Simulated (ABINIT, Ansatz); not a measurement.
# How the form of the self-energy moves the gap of Ba2MgH6 (P-3m1)

Wanted: the gap of Ba2MgH6 (P-3m1) under several approximations, with cost.

Main program and level: ABINIT 10.8.3; LDA and many-body steps on it, plane waves.

## 1. Starting point

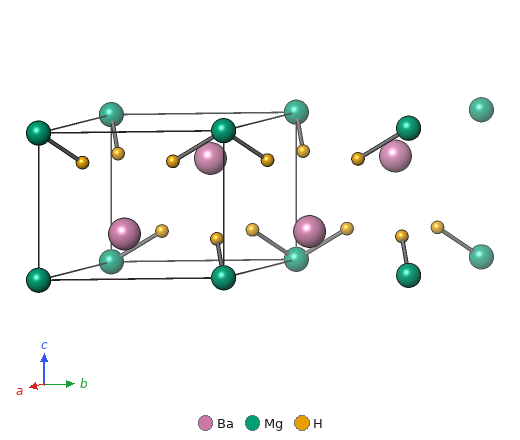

Start, viewed slightly off an axis; barium pink, magnesium teal, hydrogen orange. 1×2×1 cells are drawn. Bonds to atoms that aren't drawn are left out. Some periodic images of atoms are drawn too.

The cell and positions are those that the Materials Project relaxed with its own functionals (PBE, PBE+U or r2SCAN), kept fixed. Spin-orbit coupling is left out unless a step names it.

## 2. Empty states on the mesh, 3×3×2 mesh, 248 bands

This step: ABINIT 10.8.3; DFT, LDA, plane waves, norm-conserving pseudopotentials.

The sums over transitions need many empty states on a uniform mesh; this step solves for them.

run.abi reads:

```
acell 3*1.0 Angstrom
rprim 
  5.717818886904 0.000000000024 0.000000000000
  -2.858909443473 4.951776410285 0.000000000000
  0.000000000000 0.000000000000 4.538310090000
ntypat 3
znucl 56 12 1
natom 9
typat 1 1 2 3 3 3 3 3 3
xred 
  0.666666666667 0.333333333333 0.267038260000
  0.333333333333 0.666666666667 0.732961740000
  0.000000000000 0.000000000000 0.000000000000
  0.829634400000 0.659268800000 0.775326710000
  0.829634400000 0.170365600000 0.775326710000
  0.340731200000 0.170365600000 0.775326710000
  0.170365600000 0.340731200000 0.224673290000
  0.170365600000 0.829634400000 0.224673290000
  0.659268800000 0.829634400000 0.224673290000
pp_dirpath "pseudos"
pseudos "Ba.upf, Mg.upf, H.upf"
ecut 38
ngkpt 3 3 2
nshiftk 1
shiftk 0 0 0
kptopt 1
chksymbreak 0
iscf -2
irdden 1
istwfk *1
nband 248
nbdbuf 22
tolwfr 1e-09
nstep 60
prtvol 0
indata_prefix "in"
outdata_prefix "out"
tmpdata_prefix "tmp"
```

Run with:

```
$ OMP_NUM_THREADS=1 mpirun -n 4 abinit run.abi > log
```

Numbers of over 12 decimals in the logs are rounded to 6 here.

Log:

```text
.Version 10.8.3 of ABINIT. v10.8.2 released Aug 2026.

 Symmetries : space group P-3 m 1 (#164); Bravais hP (primitive hexag.)
[... echo of the input left out ...]
== DATASET  1 ==================================================================
-   mpi_nproc: 4, omp_nthreads: 1 (-1 if OMP is not activated)

--- !DatasetInfo
iteration_state: {dtset: 1, }
dimensions: {natom: 9, nkpt: 6, mband: 248, nsppol: 1, nspinor: 1, nspden: 1, mpw: 9726, }
cutoff_energies: {ecut:  38.0, pawecutdg:  -1.0, }
[...]
2.81582    2.81984    2.81984    2.83096    2.83096    2.84896    2.84933    2.84933
   2.85482    2.86055    2.86055    2.88910    2.88947    2.90235    2.90871    2.91110
 prteigrs : prtvol=0 or 1, do not print more k-points.

== END DATASET(S) ==============================================================
================================================================================

 -outvars: echo values of variables after computation  --------
            nband         248
             nkpt           6
          spgroup         164
 [... the other variables as echoed above ...]

 Calculation completed.
```

It took 2.7 min on 4 MPI ranks of Arm Neoverse V2, shared host; peak memory 0.55 GiB.

Numbers from this step:

```
gap                                                           : 2.607 eV
k of the valence top                                          : 0.3333, 0, 0
k of the conduction bottom                                    : 0, 0, 0
least direct gap                                              : 2.729 eV
k points computed                                             : 6
lowest point of the top converged band, above the valence top : 71.6634 eV
```

On this mesh the gap is 2.607 eV.

The density comes from a self-consistent run that is not shown.

## 3. Screening, 3×3×2 mesh, 103 bands, screening to 114.3 eV

The RPA dielectric matrix is built and inverted for each q.

This step: RPA screening on LDA, plane waves, norm-conserving pseudopotentials.

Changes to run.abi since step 2:

```diff
@@ -27,10 +27,11 @@
 chksymbreak 0
-iscf -2
-irdden 1
 istwfk *1
-nband 248
-nbdbuf 22
-tolwfr 1e-09
-nstep 60
-prtvol 0
+occopt 1
+irdwfk 1
+optdriver 3
+nband 103
+ecuteps 4.2
+inclvkb 2
+awtr 1
+symchi 1
 indata_prefix "in"
```

Log:

```text
.Version 10.8.3 of ABINIT. v10.8.2 released Aug 2026.

 Symmetries : space group P-3 m 1 (#164); Bravais hP (primitive hexag.)
[... echo of the input left out ...]
== DATASET  1 ==================================================================
-   mpi_nproc: 4, omp_nthreads: 1 (-1 if OMP is not activated)

--- !DatasetInfo
iteration_state: {dtset: 1, }
dimensions: {natom: 9, nkpt: 6, mband: 103, nsppol: 1, nspinor: 1, nspden: 1, mpw: 9726, }
cutoff_energies: {ecut:  38.0, pawecutdg:  -1.0, }
electrons: {nelect:   3.60000000E+01, charge:   0.00000000E+00, occopt:   1.00000000E+00, tsmear:   1.00000000E-02, }

 SCREENING: Calculation of the susceptibility and dielectric matrices

 Based on a program developped by R.W. Godby, V. Olevano, G. Onida, and L. Reining.
 Incorporated in ABINIT by V. Olevano, G.-M. Rignanese, and M. Torrent.
.Using double precision arithmetic ; gwpc =  8

[... cell and pseudopotentials left out ...]
--------------------------------------------------------------------------------

 ==== K-mesh for the wavefunctions ====
 Number of points in the irreducible wedge :     6
[... list of points left out ...]
 Together with 12 symmetry operations and time-reversal symmetry
 yields    18 points in the full Brillouin Zone.

 ==== Q-mesh for the screening function ====
 Number of points in the irreducible wedge :     6
[... list of points left out ...]
 Together with 12 symmetry operations and time-reversal symmetry
 yields    18 points in the full Brillouin Zone.

 setmesh: FFT mesh size selected  =    36x   36x   32
          total number of points  =        41472

 vcoul_init : cutoff-mode = AUXILIARY_FUNCTION
 q-points for optical limit:   1
     1)      0.000010    0.000020    0.000030

- screening: taking advantage of time-reversal symmetry
- Maximum band index for partially occupied states nbvw = 18
- Remaining bands to be divided among processors   nbcw = 85
- Number of bands treated by each node ~21

 Number of electrons calculated from density =   36.0000; Expected =   36.0000
 average of density, n =  0.041516
 r_s =    1.7916
 omega_plasma =   19.6547 [eV]

 calculating chi0 at frequencies [eV] :
  1    0.000000E+00    0.000000E+00
  2    0.000000E+00    1.965467E+01

--------------------------------------------------------------------------------
  q-point number  1        q = ( 0.000000, 0.000000, 0.000000) [r.l.u.]
--------------------------------------------------------------------------------
[... chi0 elements left out ...]
 For q-point:  0.000010 0.000020 0.000030
  dielectric constant =   6.1163
  dielectric constant without local fields =   6.8352

  Average fulfillment of the sum rule on Im[epsilon] for q-point    1 :     64.60  [%]
[... wings left out ...]
  q-point number  2        q = ( 0.333333, 0.000000, 0.000000) [r.l.u.]
--------------------------------------------------------------------------------
[... chi0 elements left out ...]
  Average fulfillment of the sum rule on Im[epsilon] for q-point    2 :     73.59  [%]

 [... 4 further q-points ...]
```

Elapsed: 28 s, on 4 MPI ranks; peak memory 1.4 GiB.

This step gave:

| Property | Result |
| --- | --- |
| ε∞ with local fields, on this mesh, along the program's q direction | 6.116 |
| the same without local fields | 6.835 |
| plasma frequency | 19.65 eV |
| plane waves in the screening matrix | 355 |

Local fields lower ε∞ by 11 %. On a Γ-centred mesh this coarse the value itself is usually too large, while a short band sum pulls it down.

## 4. G0W0, Godby-Needs plasmon pole

The self-energy is evaluated for the states that the input lists, and the levels follow from it, in one-shot runs by the linearised quasiparticle equation.

This step: G0W0 on LDA, plane waves, norm-conserving pseudopotentials.

Changes to run.abi since step 3:

```diff
@@ -30,8 +30,17 @@
 irdwfk 1
-optdriver 3
+optdriver 4
 nband 103
+gwcalctyp 0
+ecutsigx 38
+symsigma 1
+nkptgw 2
+kptgw 
+  0.3333333333 0.0000000000 0.0000000000
+  0.0000000000 0.0000000000 0.0000000000
+bdgw 
+  17 20
+  17 21
 ecuteps 4.2
-inclvkb 2
-awtr 1
-symchi 1
+irdscr 1
+ppmodel 1
 indata_prefix "in"
```

Log:

```text
.Version 10.8.3 of ABINIT. v10.8.2 released Aug 2026.

 Symmetries : space group P-3 m 1 (#164); Bravais hP (primitive hexag.)
[... echo of the input left out ...]
== DATASET  1 ==================================================================
-   mpi_nproc: 4, omp_nthreads: 1 (-1 if OMP is not activated)

--- !DatasetInfo
iteration_state: {dtset: 1, }
dimensions: {natom: 9, nkpt: 6, mband: 103, nsppol: 1, nspinor: 1, nspden: 1, mpw: 9726, }
cutoff_energies: {ecut:  38.0, pawecutdg:  -1.0, }
electrons: {nelect:   3.60000000E+01, charge:   0.00000000E+00, occopt:   1.00000000E+00, tsmear:   1.00000000E-02, }

 SIGMA: Calculation of the GW corrections

 Based on a program developped by R.W. Godby, V. Olevano, G. Onida, and L. Reining.
 Incorporated in ABINIT by V. Olevano, G.-M. Rignanese, and M. Torrent.
.Using double precision arithmetic ; gwpc =  8

[... cell and pseudopotentials left out ...]
--------------------------------------------------------------------------------

 ==== K-mesh for the wavefunctions ====
 Number of points in the irreducible wedge :     6
[... list of points left out ...]
 Together with 12 symmetry operations and time-reversal symmetry
 yields    18 points in the full Brillouin Zone.

 ==== Q-mesh for screening function ====
 Number of points in the irreducible wedge :     6
[... list of points left out ...]
 Together with 12 symmetry operations and time-reversal symmetry
 yields    18 points in the full Brillouin Zone.

 vcoul_init : cutoff-mode = AUXILIARY_FUNCTION
 q-points for optical limit:   1
     1)      0.000010    0.000020    0.000030
 setmesh: FFT mesh size selected  =    54x   54x   48
          total number of points  =       139968

 Number of electrons calculated from density =   36.0000; Expected =   36.0000
 average of density, n =  0.041516
 r_s =    1.7916
 omega_plasma =   19.6547 [eV]

 === KS Band Gaps ===
  >>>> For spin  1
   Minimum direct gap =   2.7286 [eV], located at k-point      :   0.0000  0.0000  0.0000
   Fundamental gap    =   2.6073 [eV], Top of valence bands at :   0.3333  0.0000  0.0000
                                       Bottom of conduction at :   0.0000  0.0000  0.0000
 SIGMA fundamental parameters:
 PLASMON POLE MODEL  1
 number of plane-waves for SigmaX                 9653
 number of plane-waves for SigmaC and W            355
 number of plane-waves for wavefunctions          9653
 number of bands                                   103
 number of independent spin polarizations            1
 number of spinorial components                      1
 number of k-points in IBZ                           6
 number of q-points in IBZ                           6
 number of symmetry operations                      12
 number of k-points in BZ                           18
 number of q-points in BZ                           18
 number of frequencies for dSigma/dE                 9
 frequency step for dSigma/dE [eV]                0.25
 number of omega for Sigma on real axis              0
 max omega for Sigma on real axis  [eV]           0.00
 zcut for avoiding poles [eV]                     0.10

 EPSILON^-1 parameters (SCR file):
 dimension of the eps^-1 matrix on file            355
 dimension of the eps^-1 matrix used               355
 number of plane-waves for wavefunctions          9653
 number of bands                                   103
 number of q-points in IBZ                           6
 number of frequencies                               2
 number of real frequencies                          1
 number of imag frequencies                          1

 matrix elements of self-energy operator (all in [eV])

 Perturbative Calculation

--- !SelfEnergy_ee
iteration_state: {dtset: 1, }
kpoint     : [   0.333,    0.000,    0.000, ]
spin       : 1
KS_gap     :    3.236
QP_gap     :    4.916
Delta_QP_KS:    1.680
data: !SigmaeeData |
     Band     E0 <VxcDFT>   SigX SigC(E0)      Z dSigC/dE  Sig(E)    E-E0       E
       17   2.791 -10.749 -13.691   2.114   0.780  -0.282 -11.395  -0.647   2.144
       18   3.309 -10.983 -13.836   2.026   0.782  -0.278 -11.630  -0.647   2.662
       19   6.545  -9.314  -4.491  -3.558   0.817  -0.224  -8.281   1.033   7.578
       20   6.673  -9.659  -4.626  -3.685   0.815  -0.228  -8.561   1.098   7.771

--- !SelfEnergy_ee
iteration_state: {dtset: 1, }
kpoint     : [   0.000,    0.000,    0.000, ]
spin       : 1
KS_gap     :    2.729
QP_gap     :    4.295
Delta_QP_KS:    1.566
data: !SigmaeeData |
     Band     E0 <VxcDFT>   SigX SigC(E0)      Z dSigC/dE  Sig(E)    E-E0       E
       17   3.188 -10.948 -13.800   2.047   0.783  -0.278 -11.578  -0.631   2.557
       18   3.188 -10.948 -13.800   2.047   0.783  -0.278 -11.578  -0.631   2.557
       19   5.916  -9.024  -4.632  -3.253   0.822  -0.217  -8.088   0.935   6.852
       20   7.049  -9.780  -4.575  -3.799   0.813  -0.230  -8.638   1.142   8.191
       21   7.049  -9.780  -4.575  -3.799   0.813  -0.230  -8.638   1.142   8.191

== END DATASET(S) ==============================================================
================================================================================

 -outvars: echo values of variables after computation  --------
           etotal      0.0000000000E+00
            nband         103
             nkpt           6
          spgroup         164
 [... the other variables as echoed above ...]

 Calculation completed.
```

Wall time 13 s (4 MPI ranks); peak memory 1.1 GiB; 52 s of CPU time.

Numbers from this step:

- G0W0 gap on the points computed: 4.19 eV
- starting gap on the mesh: 2.607 eV
- k of the valence top: 0.3333, 0, 0
- k of the conduction bottom: 0, 0, 0
- Z at the valence top: 0.782
- Z at the conduction bottom: 0.822
- least direct G0W0 gap on the computed points: 4.295 eV

The gap on the mesh goes from 2.61 eV to 4.19 eV, a correction of +1.58 eV.

## 5. G0W0, von der Linden-Horsch plasmon pole

Changes to run.abi since step 4:

```diff
@@ -44,3 +44,3 @@
 irdscr 1
-ppmodel 1
+ppmodel 3
 indata_prefix "in"
```

Log:

```text
.Version 10.8.3 of ABINIT. v10.8.2 released Aug 2026.

 Symmetries : space group P-3 m 1 (#164); Bravais hP (primitive hexag.)
[... echo of the input left out ...]
== DATASET  1 ==================================================================
-   mpi_nproc: 4, omp_nthreads: 1 (-1 if OMP is not activated)

--- !DatasetInfo
iteration_state: {dtset: 1, }
dimensions: {natom: 9, nkpt: 6, mband: 103, nsppol: 1, nspinor: 1, nspden: 1, mpw: 9726, }
cutoff_energies: {ecut:  38.0, pawecutdg:  -1.0, }
electrons: {nelect:   3.60000000E+01, charge:   0.00000000E+00, occopt:   1.00000000E+00, tsmear:   1.00000000E-02, }

 SIGMA: Calculation of the GW corrections

 Based on a program developped by R.W. Godby, V. Olevano, G. Onida, and L. Reining.
 Incorporated in ABINIT by V. Olevano, G.-M. Rignanese, and M. Torrent.
.Using double precision arithmetic ; gwpc =  8

[... cell and pseudopotentials left out ...]
--------------------------------------------------------------------------------

 ==== K-mesh for the wavefunctions ====
 Number of points in the irreducible wedge :     6
[... list of points left out ...]
 Together with 12 symmetry operations and time-reversal symmetry
 yields    18 points in the full Brillouin Zone.

 ==== Q-mesh for screening function ====
 Number of points in the irreducible wedge :     6
[... list of points left out ...]
 Together with 12 symmetry operations and time-reversal symmetry
 yields    18 points in the full Brillouin Zone.

 vcoul_init : cutoff-mode = AUXILIARY_FUNCTION
 q-points for optical limit:   1
     1)      0.000010    0.000020    0.000030
 setmesh: FFT mesh size selected  =    54x   54x   48
          total number of points  =       139968

 Number of electrons calculated from density =   36.0000; Expected =   36.0000
[...]
number of omega for Sigma on real axis              0
 max omega for Sigma on real axis  [eV]           0.00
 zcut for avoiding poles [eV]                     0.10

 EPSILON^-1 parameters (SCR file):
 dimension of the eps^-1 matrix on file            355
 dimension of the eps^-1 matrix used               355
 number of plane-waves for wavefunctions          9653
 number of bands                                   103
 number of q-points in IBZ                           6
 number of frequencies                               2
 number of real frequencies                          1
 number of imag frequencies                          1

 matrix elements of self-energy operator (all in [eV])

 Perturbative Calculation

--- !SelfEnergy_ee
iteration_state: {dtset: 1, }
kpoint     : [   0.333,    0.000,    0.000, ]
spin       : 1
KS_gap     :    3.236
QP_gap     :    5.008
Delta_QP_KS:    1.772
data: !SigmaeeData |
     Band     E0 <VxcDFT>   SigX SigC(E0)      Z dSigC/dE  Sig(E)    E-E0       E
       17   2.791 -10.749 -13.691   1.855   0.827  -0.208 -11.648  -0.900   1.891
       18   3.309 -10.983 -13.836   1.796   0.828  -0.208 -11.858  -0.875   2.434
       19   6.545  -9.314  -4.491  -3.773   0.855  -0.169  -8.416   0.898   7.442
[...]
--- !SelfEnergy_ee
iteration_state: {dtset: 1, }
kpoint     : [   0.000,    0.000,    0.000, ]
spin       : 1
KS_gap     :    2.729
QP_gap     :    4.342
Delta_QP_KS:    1.613
data: !SigmaeeData |
     Band     E0 <VxcDFT>   SigX SigC(E0)      Z dSigC/dE  Sig(E)    E-E0       E
[...]
20   7.049  -9.780  -4.575  -3.993   0.852  -0.174  -8.748   1.032   8.081
       21   7.049  -9.780  -4.575  -3.993   0.852  -0.174  -8.748   1.032   8.081

== END DATASET(S) ==============================================================
================================================================================

 -outvars: echo values of variables after computation  --------
           etotal      0.0000000000E+00
            nband         103
             nkpt           6
          spgroup         164
 [... the other variables as echoed above ...]

 Calculation completed.
```

Elapsed: 7.2 s, on 4 MPI ranks; peak memory 0.95 GiB.

Numbers from this step:

| Quantity | Value |
| --- | --- |
| G0W0 gap on the points computed | 4.235 eV |
| starting gap on the mesh | 2.607 eV |
| k of the valence top | 0.3333, 0, 0 |
| k of the conduction bottom | 0, 0, 0 |
| Z at the valence top | 0.828 |
| Z at the conduction bottom | 0.858 |
| least direct G0W0 gap on the computed points | 4.341 eV |

Against G0W0 in ABINIT (3×3×2 mesh, 103 bands, screening to 114.3 eV, Godby-Needs plasmon pole), the gap moves by +0.045 eV.

## 6. G0W0, Hybertsen-Louie plasmon pole

Changes to run.abi since step 5:

```diff
@@ -44,3 +44,3 @@
 irdscr 1
-ppmodel 3
+ppmodel 2
 indata_prefix "in"
```

Log:

```text
.Version 10.8.3 of ABINIT. v10.8.2 released Aug 2026.

 Symmetries : space group P-3 m 1 (#164); Bravais hP (primitive hexag.)
[... echo of the input left out ...]
== DATASET  1 ==================================================================
-   mpi_nproc: 4, omp_nthreads: 1 (-1 if OMP is not activated)

--- !DatasetInfo
iteration_state: {dtset: 1, }
dimensions: {natom: 9, nkpt: 6, mband: 103, nsppol: 1, nspinor: 1, nspden: 1, mpw: 9726, }
cutoff_energies: {ecut:  38.0, pawecutdg:  -1.0, }
[...]
Band     E0 <VxcDFT>   SigX SigC(E0)      Z dSigC/dE  Sig(E)    E-E0       E
[...]
20   7.049  -9.780  -4.575  -4.008   0.853  -0.172  -8.759   1.020   8.070
       21   7.049  -9.780  -4.575  -4.008   0.853  -0.172  -8.759   1.020   8.070

== END DATASET(S) ==============================================================
================================================================================

 -outvars: echo values of variables after computation  --------
           etotal      0.0000000000E+00
            nband         103
             nkpt           6
          spgroup         164
 [... the other variables as echoed above ...]

 Calculation completed.
```

It took 13 s on 4 MPI ranks; peak memory 1 GiB.

This step gave:

```yaml
g0w0_gap_on_the_points_computed: 4.040 eV
starting_gap_on_the_mesh: 2.607 eV
k_of_the_valence_top: 0.3333, 0, 0
k_of_the_conduction_bottom: 0, 0, 0
least_direct_g0w0_gap_on_the_computed_points: 4.156 eV
```

Against G0W0 in ABINIT (3×3×2 mesh, 103 bands, screening to 114.3 eV, Godby-Needs plasmon pole), the gap moves by −0.150 eV.

[end of part 1 of 2]

[Paths, hosts, dates, memory and timing lines, banners, echoed tables and standing remarks are left out of the program output.]

[Logs are printed without paths, hosts, clocks, repeated set-up lines and the standing remarks that a program may print on its own settings, such as how far it seeks lower states.]

[Runs of the session that timed out or met a known fault of the program may be left out.]

[Hosts, paths, dates, database ids (printed as entryN), source tags and the programs' standing remarks are cut or masked in the printed files.]

[G0W0 gaps are taken among the corrected bands and points alone; a level outside them can change the order at an edge.]

[Where Ansatz stands beside ABINIT at settings called matched, ABINIT's density can come from a denser mesh and the files from another edition; pairs whose starting gaps differed by over 0.03 eV were left out, so agreement reads better than it is.]
